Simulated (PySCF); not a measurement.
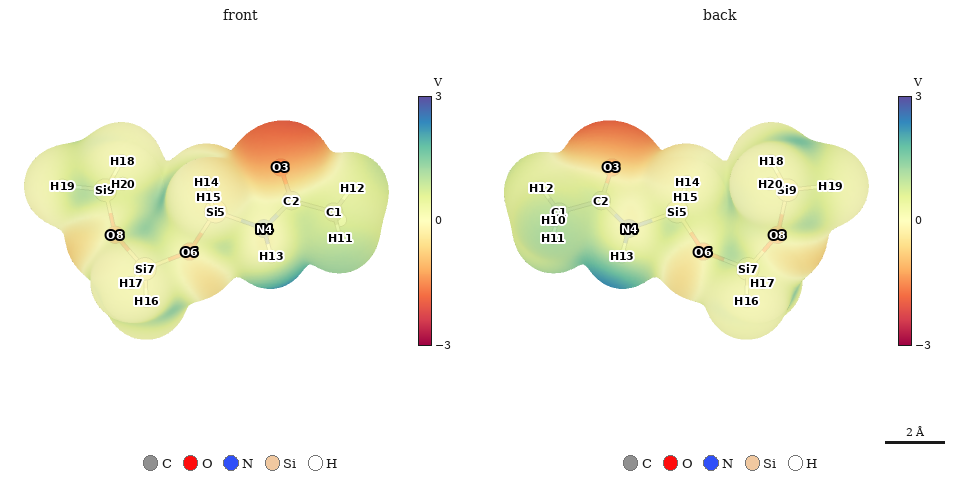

The picture shows: C2H11NO3Si3 (SMILES CC(=O)N[SiH2]O[SiH2]O[SiH3]). The electrostatic potential painted on the density surface at 0.002 e/bohr³, seen from the front and from behind; red is negative and blue positive.

Geometry: PBE0-D3(BJ)/def2-SVP.

All numbers below come from PBE0/pcSseg-1, SCF density, gas phase, non-relativistic in PySCF.

The calculation's input:

```
{"job": {"kind": "nmr", "xc": "PBE0", "basis": "pcSseg-1"}, "charge": 0, "multiplicity": 1}
C     -4.118104    -0.201354    -0.890921
C     -2.761127    -0.593522    -0.370802
O     -2.478300    -1.726183    -0.012538
N     -1.795260     0.365719    -0.307894
Si    -0.244799    -0.212863     0.304587
O      0.697222     1.157429     0.246856
Si     2.218894     1.752298     0.483017
O      3.344331     0.571971     0.252788
Si     3.805938    -0.969917    -0.138902
H     -4.052691     0.047365    -1.961539
H     -4.503608     0.684272    -0.363859
H     -4.809198    -1.041264    -0.759100
H     -1.979642     1.319224    -0.595681
H      0.344073    -1.245048    -0.587500
H     -0.353730    -0.686007     1.708137
H      2.440356     2.839951    -0.504997
H      2.343911     2.254328     1.877554
H      3.002805    -1.956512     0.643414
H      5.249574    -1.128551     0.193165
H      3.598415    -1.217627    -1.596174
```

Launched as:

```sh
OMP_NUM_THREADS=1 python probes_run.py task.json out
```

Describe the electrostatic potential map.

Answer. The most negative region (about −1.9 V, or −44 kcal/mol for a unit charge) lies over O3, the most positive (about +2.2 V, or +51 kcal/mol for a unit charge) over H13. O3 is the likeliest acceptor of a hydrogen bond.
